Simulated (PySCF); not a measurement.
# [Hf(SH)2]2+: structure and properties

Aim: find the relaxed shape of [Hf(SH)2]2+, test it by its vibrations, and read charges and levels. It is a constructed species; whether it can be made isn't addressed.

The runs use PySCF 2.14.0; PBE0, Hf def2-SVP with ECP60, S def2-SVP, H def2-SVP; scalar-relativistic core potentials, no spin–orbit coupling.

1 further run of the same task is left out (for a known fault of the program).

**1. Starting geometry**

5 atoms, charge 2, spin multiplicity 1.

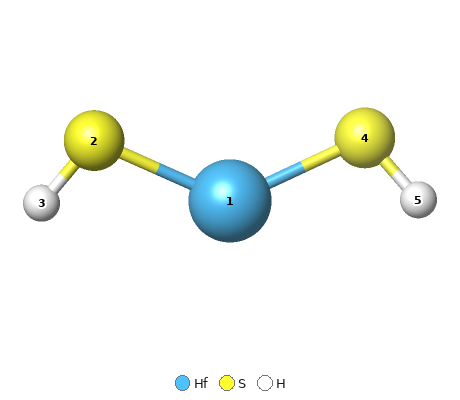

As it starts; hafnium blue, sulfur yellow, hydrogen white; atoms are numbered from 1 in the order of the file.

Coordinates:

```
Hf    0.0000    0.0000    0.0000
S     2.2372    0.0000    1.0012
H     3.0513   -0.3365   -0.0102
S    -2.2372    0.0000    1.0012
H    -3.0513    0.3365   -0.0102
```

Formal oxidation states: Hf +4.

**2. SCF at the start, singlet**

run.py (the lines that set the calculation) reads:

```python
mol = gto.M(atom='''
Hf     0.00000     0.00000     0.00000
S      2.23720     0.00000     1.00120
H      3.05130    -0.33650    -0.01020
S     -2.23720     0.00000     1.00120
H     -3.05130     0.33650    -0.01020''',
    basis={'Hf': 'def2-SVP', 'S': 'def2-SVP', 'H': 'def2-SVP'},
    ecp={'Hf': 'def2-SVP'},
    charge=2, spin=0)
mf = dft.RKS(mol, xc='PBE0')
mf.grids.atom_grid = (50, 194)
mf = mf.density_fit()  # fitting sets: Hf def2-universal-JKFIT, S def2-universal-JKFIT, H def2-universal-JKFIT
mf.conv_tol = 1e-08; mf.max_cycle = 55
mf.kernel(dm0)  # dm0: free metal ions and neutral atoms
```

Started as:

```bash
$ OMP_NUM_THREADS=2 python run.py
```

The program printed:

```text
init E= -844.369242172375
  HOMO = -0.708401783629343  LUMO = -0.628714535747862  gap/eV = 2.16840
cycle= 1 E= -844.227610153913  delta_E= 0.142  |g|= 0.459  |ddm|= 2.66
  HOMO = -0.623047384064347  LUMO = -0.498406376856776  gap/eV = 3.39165
cycle= 2 E= -844.216145629591  delta_E= 0.0115  |g|= 0.484  |ddm|= 1.08
  HOMO = -0.654560577763108  LUMO = -0.568956859833949  gap/eV = 2.32940
cycle= 3 E= -844.256716152903  delta_E= -0.0406  |g|= 0.361  |ddm|= 0.909
  HOMO = -0.661890840687419  LUMO = -0.54879448072044  gap/eV = 3.07751
cycle= 4 E= -844.302222567542  delta_E= -0.0455  |g|= 0.0192  |ddm|= 0.416
  HOMO = -0.662850500625742  LUMO = -0.548272315903695  gap/eV = 3.11783
cycle= 5 E= -844.302310716892  delta_E= -8.81e-05  |g|= 0.0108  |ddm|= 0.0277
  HOMO = -0.663023690265504  LUMO = -0.547198245982132  gap/eV = 3.15177
cycle= 6 E= -844.302355840501  delta_E= -4.51e-05  |g|= 0.00108  |ddm|= 0.0146
  HOMO = -0.663121449578886  LUMO = -0.54713710544184  gap/eV = 3.15609
cycle= 7 E= -844.302356978349  delta_E= -1.14e-06  |g|= 0.000192  |ddm|= 0.00427
  HOMO = -0.663144152430544  LUMO = -0.54713472446045  gap/eV = 3.15678
cycle= 8 E= -844.302357025309  delta_E= -4.7e-08  |g|= 8.53e-05  |ddm|= 0.000994
  HOMO = -0.663145957360584  LUMO = -0.547126520319202  gap/eV = 3.15705
cycle= 9 E= -844.302357029366  delta_E= -4.06e-09  |g|= 1.87e-05  |ddm|= 0.000192
  HOMO = -0.663147094284389  LUMO = -0.547121088941085  gap/eV = 3.15723
Extra cycle  E= -844.302357028786  delta_E= 5.79e-10  |g|= 4.89e-05  |ddm|= 9.72e-05
converged SCF energy = -844.302357028786
```

Wall time 1.5 s (2 threads of Arm Neoverse V2, shared host); peak memory 0.35 GiB.

Read off: E = -844.302357 Eh, HOMO -18.05 eV, LUMO -14.89 eV, Mulliken charge on Hf1 +1.51 e. 

**3. Relaxation, singlet**

Steps are kept in the start's point group, C2.

run.py (the lines that set the calculation) reads:

```python
mol = gto.M(atom='''
Hf     0.00000     0.00000    -0.26026
S      2.23720     0.00000     0.74094
H      3.05130    -0.33650    -0.27046
S     -2.23720     0.00000     0.74094
H     -3.05130     0.33650    -0.27046''',
    basis={'Hf': 'def2-SVP', 'S': 'def2-SVP', 'H': 'def2-SVP'},
    ecp={'Hf': 'def2-SVP'},
    charge=2, spin=0)
mf = dft.RKS(mol, xc='PBE0')
mf.grids.atom_grid = (50, 194)
mf = mf.density_fit()  # fitting sets: Hf def2-universal-JKFIT, S def2-universal-JKFIT, H def2-universal-JKFIT
mf.conv_tol = 1e-08; mf.max_cycle = 55
mf.kernel(dm0)  # dm0: an SCF of this state at this start
# quasi-Newton relaxation in Cartesian coordinates to a largest gradient under 0.00045 Eh/bohr, steps kept in the point group
```

Started as:

```bash
$ OMP_NUM_THREADS=2 python run.py
```

The driver keeps no SCF log for this step, only its results.

It took 22 s on 2 threads of Arm Neoverse V2, shared host.

Along the way:

| step | energy from step 1 (eV) | largest force component (eV/Å) |
| --- | --- | --- |
| 1 | 0.0000 | 2.1210 |
| 2 | -0.4513 | 1.1749 |
| 3 | -0.8699 | 0.5962 |
| 4 | -1.0677 | 0.3653 |
| 5 | -1.1193 | 0.5388 |
| 6 | -1.1281 | 0.2440 |
| 7 | -1.1309 | 0.0389 |
| 8 | -1.1314 | 0.0566 |
| 9 | -1.1321 | 0.0614 |
| 10 | -1.1326 | 0.0331 |
| 11 | -1.1328 | 0.0075 |
| 12 | -1.1329 | 0.0071 |

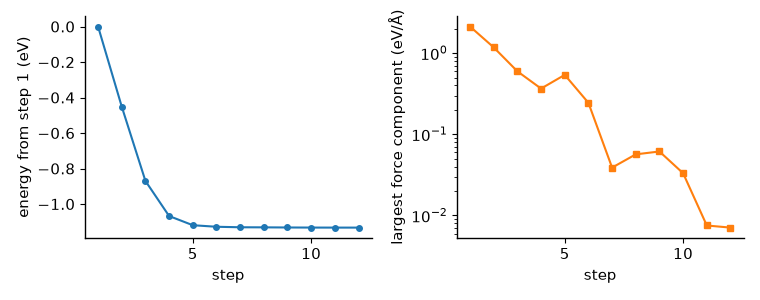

Energy and largest force along the relaxation.

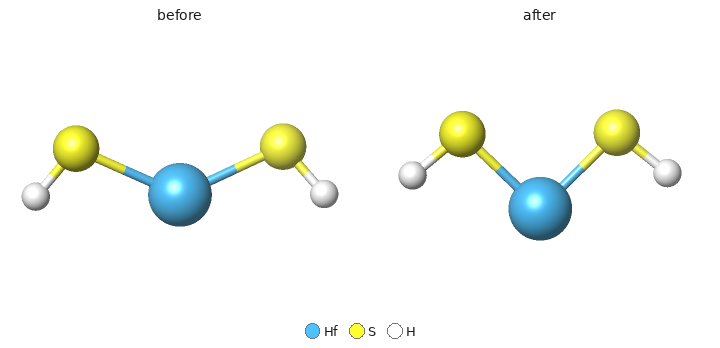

Before and after, at one scale.

Close pairs (by a distance rule), those that changed most:

| bond | before (Å) | after (Å) | change (Å) |
| --- | --- | --- | --- |
| Hf1–S2 | 2.451 | 2.300 | -0.151 |
| Hf1–S4 | 2.451 | 2.300 | -0.151 |
| S2–H3 | 1.341 | 1.373 | +0.032 |
| S4–H5 | 1.341 | 1.373 | +0.032 |

It ends in C2 at E = -844.343989 Eh.

| atom | x (Å) | y (Å) | z (Å) |
| --- | --- | --- | --- |
| Hf1 | 0.0000 | 0.0000 | -0.7951 |
| S2 | 1.6527 | -0.0889 | 0.8020 |
| H3 | 2.7078 | -0.2346 | -0.0641 |
| S4 | -1.6527 | 0.0889 | 0.8020 |
| H5 | -2.7078 | 0.2346 | -0.0641 |

**4. The relaxed geometry turned into its symmetry frame**

run.py (the lines that set the calculation) reads:

```python
mol = gto.M(atom='''
Hf     0.00000     0.00000    -0.42128
S      1.65274    -0.08892     1.17578
H      2.70782    -0.23462     0.30976
S     -1.65274     0.08892     1.17578
H     -2.70782     0.23462     0.30976''',
    basis={'Hf': 'def2-SVP', 'S': 'def2-SVP', 'H': 'def2-SVP'},
    ecp={'Hf': 'def2-SVP'},
    charge=2, spin=0)
mf = dft.RKS(mol, xc='PBE0')
mf.grids.atom_grid = (50, 194)
mf = mf.density_fit()  # fitting sets: Hf def2-universal-JKFIT, S def2-universal-JKFIT, H def2-universal-JKFIT
mf.conv_tol = 1e-08; mf.max_cycle = 55
mf.kernel(dm0)  # dm0: free metal ions and neutral atoms
```

Started as:

```bash
$ OMP_NUM_THREADS=2 python run.py
```

The program printed:

```text
init E= -844.375935857934
  HOMO = -0.753997936722546  LUMO = -0.629392889011327  gap/eV = 3.39068
cycle= 1 E= -844.226473104163  delta_E= 0.149  |g|= 0.591  |ddm|=  2.8
  HOMO = -0.636932676555926  LUMO = -0.433845352480708  gap/eV = 5.52629
cycle= 2 E= -844.125568909462  delta_E= 0.101  |g|= 0.771  |ddm|= 1.53
  HOMO = -0.678298899464729  LUMO = -0.544405212904242  gap/eV = 3.64343
cycle= 3 E= -844.298397476128  delta_E= -0.173  |g|= 0.375  |ddm|= 1.29
  HOMO = -0.689082537784449  LUMO = -0.525238412835885  gap/eV = 4.45843
cycle= 4 E= -844.343856843617  delta_E= -0.0455  |g|= 0.0198  |ddm|= 0.421
  HOMO = -0.692060781306954  LUMO = -0.526194588232142  gap/eV = 4.51345
cycle= 5 E= -844.343945687709  delta_E= -8.88e-05  |g|= 0.0109  |ddm|= 0.0311
  HOMO = -0.691757776505386  LUMO = -0.525191341509574  gap/eV = 4.53250
cycle= 6 E= -844.343988162658  delta_E= -4.25e-05  |g|= 0.00144  |ddm|= 0.0145
  HOMO = -0.691766449634183  LUMO = -0.525156194179414  gap/eV = 4.53370
cycle= 7 E= -844.343988969336  delta_E= -8.07e-07  |g|= 0.000484  |ddm|= 0.00202
  HOMO = -0.691807147410274  LUMO = -0.525222569907193  gap/eV = 4.53300
cycle= 8 E= -844.343989082183  delta_E= -1.13e-07  |g|= 5.94e-05  |ddm|= 0.000944
  HOMO = -0.691812140225563  LUMO = -0.525224484966543  gap/eV = 4.53308
cycle= 9 E= -844.343989085548  delta_E= -3.37e-09  |g|= 1.95e-05  |ddm|= 0.000238
  HOMO = -0.691812730731927  LUMO = -0.52521787535647  gap/eV = 4.53328
Extra cycle  E= -844.343989084683  delta_E= 8.65e-10  |g|= 5.42e-05  |ddm|= 9.32e-05
converged SCF energy = -844.343989084683
```

It took 0.8 s on 2 threads of Arm Neoverse V2, shared host.

It gives: E = -844.343989 Eh, HOMO -18.83 eV, LUMO -14.29 eV, Mulliken charge on Hf1 +1.35 e. 

**5. Harmonic vibrations**

run.py (the lines that set the calculation): that of step 4 with these lines changed.

```diff
@@ -12,3 +12,4 @@
 mf = mf.density_fit()  # fitting sets: Hf def2-universal-JKFIT, S def2-universal-JKFIT, H def2-universal-JKFIT
-mf.conv_tol = 1e-08; mf.max_cycle = 55
-mf.kernel(dm0)  # dm0: free metal ions and neutral atoms
+mf.conv_tol = 1e-10; mf.max_cycle = 55
+mf.kernel(dm0)  # dm0: the density of the relaxed state
+# Hessian and dipole derivatives by central differences of gradients, 0.02 bohr
```

Started as:

```bash
$ OMP_NUM_THREADS=2 python run.py
```

The driver keeps no SCF log for this step, only its results.

Wall time 26 s (2 threads of Arm Neoverse V2, shared host).

Point group C2; negative numbers are unstable modes, and those under 60 cm⁻¹ are near the numerical noise:

| cm⁻¹ | km/mol | symmetry |
| --- | --- | --- |
| 124 | 0.5 | a |
| 136 | 0.7 | a |
| 305 | 111.6 | b |
| 365 | 0.0 | a |
| 417 | 3.4 | b |
| 445 | 101.7 | b |
| 462 | 2.7 | a |
| 2565 | 294.0 | b |
| 2566 | 18.1 | a |

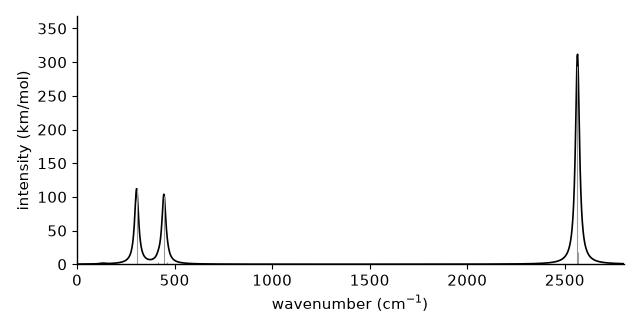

The infrared spectrum from the harmonic lines. Lines are broadened to a width of 25 cm⁻¹ (Lorentzian).

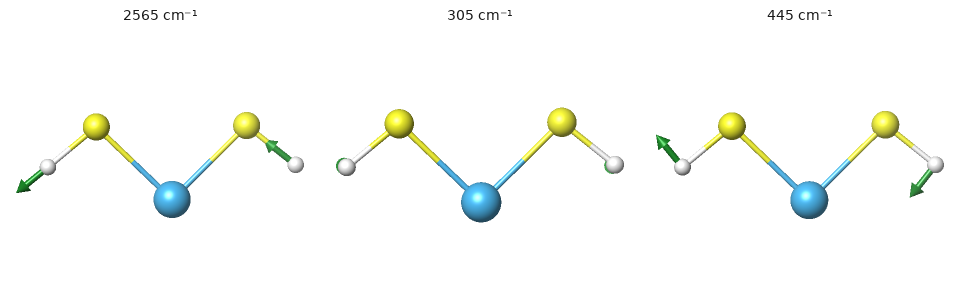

Displacements of 3 modes, as arrows.

**6. Properties on a finer grid**

run.py (the lines that set the calculation) reads:

```python
mol = gto.M(atom='''
Hf     0.00000     0.00000    -0.79511
S      1.65274    -0.08892     0.80196
H      2.70782    -0.23462    -0.06406
S     -1.65274     0.08892     0.80196
H     -2.70782     0.23462    -0.06406''',
    basis={'Hf': 'def2-SVP', 'S': 'def2-SVP', 'H': 'def2-SVP'},
    ecp={'Hf': 'def2-SVP'},
    charge=2, spin=0)
mf = dft.RKS(mol, xc='PBE0')
mf.grids.atom_grid = (75, 302)
mf = mf.density_fit()  # fitting sets: Hf def2-universal-JKFIT, S def2-universal-JKFIT, H def2-universal-JKFIT
mf.conv_tol = 1e-09; mf.max_cycle = 55
mf.kernel(dm0)  # dm0: the density of the relaxed state
```

Started as:

```bash
$ OMP_NUM_THREADS=2 python run.py
```

The program printed:

```text
init E= -844.343865927921
  HOMO = -0.691822504770151  LUMO = -0.525223899749499  gap/eV = 4.53338
cycle= 1 E= -844.343865942458  delta_E= -1.45e-08  |g|= 4.14e-05  |ddm|= 0.000529
  HOMO = -0.691816928722818  LUMO = -0.525230460927028  gap/eV = 4.53305
cycle= 2 E= -844.343865940641  delta_E= 1.82e-09  |g|= 8.44e-05  |ddm|= 0.000153
  HOMO = -0.691818611663064  LUMO = -0.525223370745777  gap/eV = 4.53329
cycle= 3 E= -844.343865942949  delta_E= -2.31e-09  |g|= 1.98e-05  |ddm|= 0.00012
  HOMO = -0.691819391878982  LUMO = -0.525225645529224  gap/eV = 4.53325
cycle= 4 E= -844.343865943089  delta_E= -1.4e-10  |g|= 3.51e-06  |ddm|= 2.74e-05
  HOMO = -0.691818758593374  LUMO = -0.525225017071624  gap/eV = 4.53325
Extra cycle  E= -844.34386594309  delta_E= -1.02e-12  |g|= 3.93e-06  |ddm|= 8.87e-06
converged SCF energy = -844.34386594309
```

Wall time 6.6 s (2 threads of Arm Neoverse V2, shared host).

Read off: E = -844.343866 Eh, HOMO -18.83 eV, LUMO -14.29 eV, Mulliken charge on Hf1 +1.35 e, largest force component 0.009 eV/Å. 

Löwdin charges:

| atom | value (e) |
| --- | --- |
| Hf1 | 0.69 |
| S2 | 0.53 |
| H3 | 0.12 |
| S4 | 0.53 |
| H5 | 0.12 |

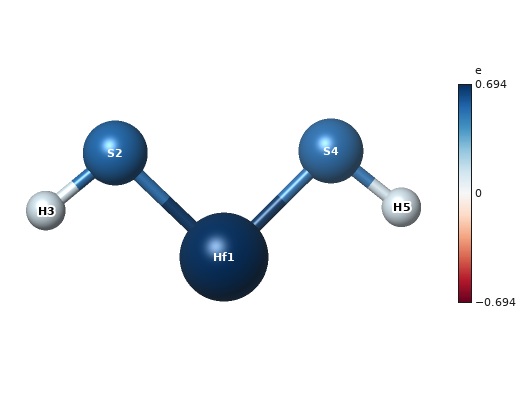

Löwdin charges, as colours on the atoms.

Mulliken charges: Hf1 +1.35, S2 +0.08, H3 +0.24, S4 +0.08, H5 +0.24 e.

Contacts (the nearest donor of each ligand) and Mayer bond orders:

| contact | distance (Å) | bond order |
| --- | --- | --- |
| Hf1–S2 (SH) | 2.300 | 1.81 |
| Hf1–S4 (SH) | 2.300 | 1.81 |

Mulliken populations of Hf1 outside the core potential: s 2.44, p 6.12, d 2.01, f 0.08.

The fields below are evaluated on a grid from the run's orbitals.

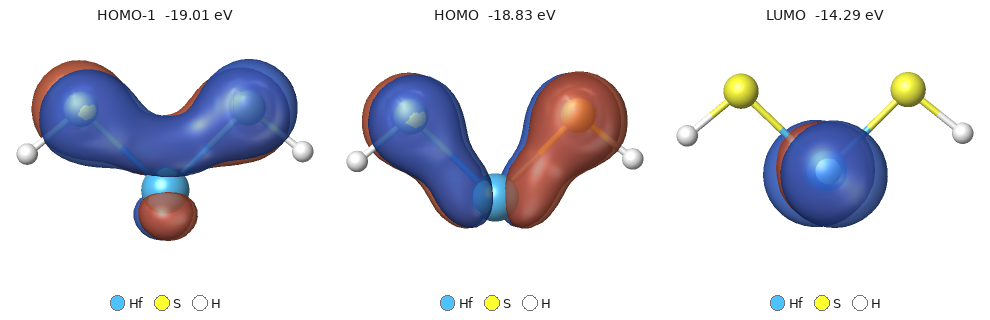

Frontier orbitals at PBE0; each surface holds 70 % of the orbital's density, blue and red mark the sign.

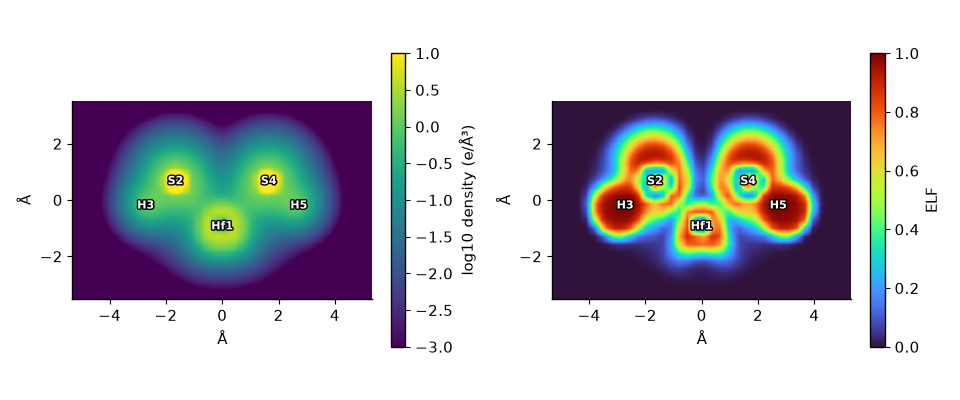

Density (left) and ELF (right) in a plane through or near 5 of the atoms.

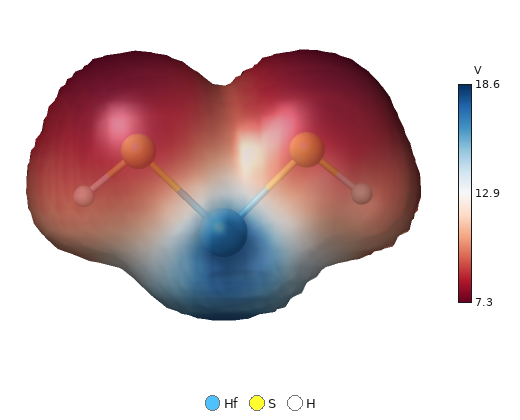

Electrostatic potential on the surface of density 0.002 e/bohr³; red is low, blue high. It runs from 7.30 V near S2 to 18.56 V near Hf1.

**7. What came out**

| quantity | value |
| --- | --- |
| state and point group | singlet, C2 |
| modes | 124 to 2566 cm⁻¹, none unstable |
| strongest infrared band (modes within 1.5 cm⁻¹ summed) | 2565 cm⁻¹ (312 km/mol) |
| zero-point energy | 0.458 eV |
| ideal gas, 298 K, 1 bar | S = 331.3, Cp = 80.1 J/(mol K) |
| metal–ligand contacts | 2.30 Å |
| frontier levels | HOMO -18.83 eV, LUMO -14.29 eV |
| dipole about the centre of mass | 3.89 D |
| mean polarisability | 8.8 Å³ |

All modes are real, so the structure is a minimum. The metal carries +0.69 e by Löwdin's partition against a formal +4, and bond orders to the nearest donors reach 1.81. Both measures hang on the basis. One start shape was tried, so another isomer may lie lower. These are double-zeta-type bases without diffuse functions. Spin–orbit coupling is left out.
